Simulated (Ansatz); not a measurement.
Relaxed TiO$_{2}$ (rutile):

```
TiO2
1.0
    4.59117     0.00000     0.00000
    0.00000     4.59117     0.00000
    0.00000     0.00000     2.93906
Ti O
2 4
Direct
  0.00000   0.00000   0.00000
  0.50000   0.50000   0.50000
  0.30444   0.30444   0.00000
  0.80444   0.19556   0.50000
  0.19556   0.80444   0.50000
  0.69556   0.69556   0.00000
```

In each cell atom 1 (Ti, nearest neighbour O at 1.942 Å; its periodic images, 2.9 Å or more away, move with it) moves by s·(0.707, 0.707, 0.000) (along Cartesian [110]), the rest being held.

Level of theory: PBEsol (plane waves to 420 eV, PAW, scalar-relativistic; Ansatz, a quantum-chemistry and plane-wave program). k mesh 6×6×9 (Γ-centred), Fermi-Dirac smearing 0.05 eV. Energies are smeared free energies. Compression counts positive. Left out: 4 of 11 points, with atoms too close for the PAW data. TiO2 is run without spin polarisation. TiO2 was relaxed with its symmetry unable to fall. The zero of ΔE is the undisplaced structure.

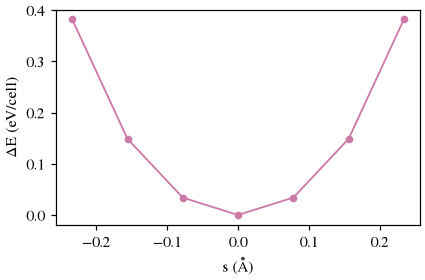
Figure: ΔE (eV/cell) against s (Å); markers are the computed points, lines only join them.

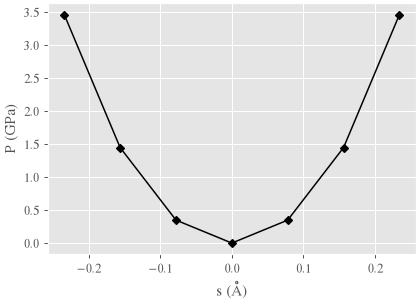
P (GPa) against s (Å); computed points joined by lines.

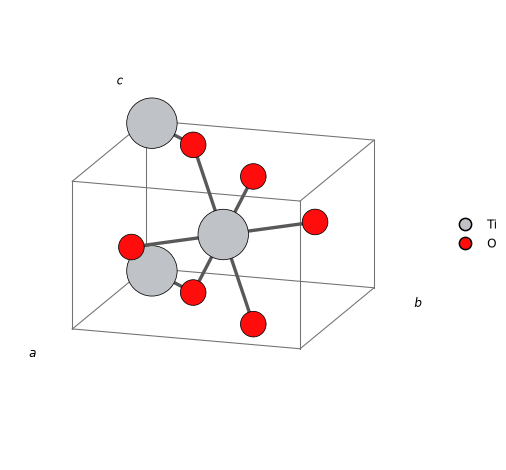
Figure: The cell of the calculation at s = 0.234 Å.

The energy at s = 0.234 Å is 382 meV/cell and the force along the line at s = -0.234 Å is 3.99 eV/Å. The force constant k = d²E/ds² at s = 0 (finite differences) is 10.8 eV/Å². Harmonic estimate at the end of the scan: ½ks² = 296 meV/cell against the computed 382 meV/cell, so the well is stiffer than harmonic there. Shape of the curve: a single well with its minimum at or next to zero displacement.

The forces along the line at the two nearest points give (0.898 − (-0.898)) / (2·0.078) = 11.51 eV/Å²; the next pair corrects for the finite step.

(For displaced atoms, the force is minus the slope of the energy, and its curvature is a force constant, which sets phonon frequencies.)
